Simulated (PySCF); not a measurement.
```xyz
11

C    -2.2268    0.8672    0.0776
N    -1.0639    0.4235   -0.0857
Si   -0.1235   -0.9655    0.1924
P     1.8482   -0.0071   -0.7364
H    -3.0443    0.3153    0.5394
H    -2.4495    1.8754   -0.2614
H     0.2869   -1.2239    1.5649
H    -0.3546   -2.0954   -0.6957
H     3.0113   -0.7453   -0.7819
H     2.3304    1.1463   -0.1577
H     1.7910    0.4123   -2.0472
```

Geometry: GFN2-xTB.

These are results of PBE0/def2-SVPD, SCF density, gas phase in PySCF 2.14.0, not measurements.

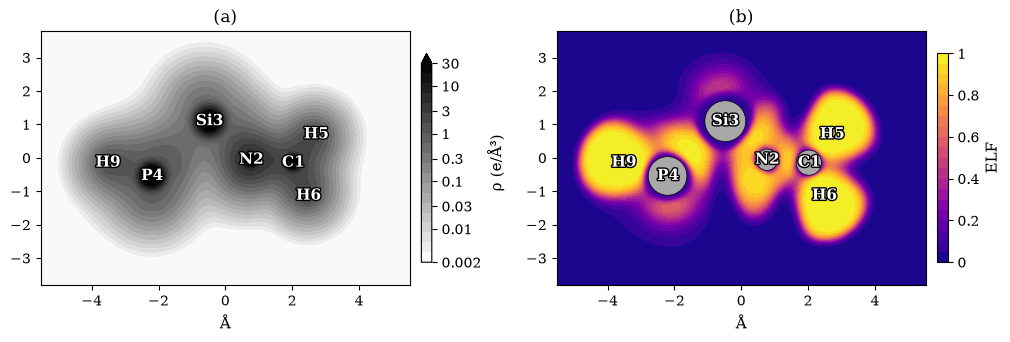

CH7NPSi (charge +1). (a) electron density; (b) ELF on the plane of atoms C1, N2 and Si3. Grey discs cover the atomic cores in the ELF map.

Q: Describe what can be read from this map.

A: The section cuts through C, N, Si, P and H sites. C–N (1.26 Å): ρ at the midpoint is about 2.8 e/Å³; the ELF peaks at about 0.90 between the atoms (a multiple bond). Si–N (1.70 Å): ρ at the midpoint is about 1.1 e/Å³; the ELF peaks at about 0.90 between the atoms: a polar covalent bond. Si–P (2.38 Å): ρ at the midpoint is about 0.58 e/Å³, with its minimum of 0.46 e/Å³ about 0.8 Å from Si; the ELF peaks at about 1 between the atoms: localised, covalent bonding. C–H (1.09 Å): the density is about 2.1 e/Å³ at the midpoint; the ELF climbs to about 1 towards the hydrogen, as it does in any bond to H: an ordinary covalent bond to hydrogen. P–H (1.38 Å): the density is about 1.2 e/Å³ at the midpoint; the ELF climbs to about 1 towards the hydrogen. The ELF also peaks beside N2, away from the bonds: lone-pair regions.
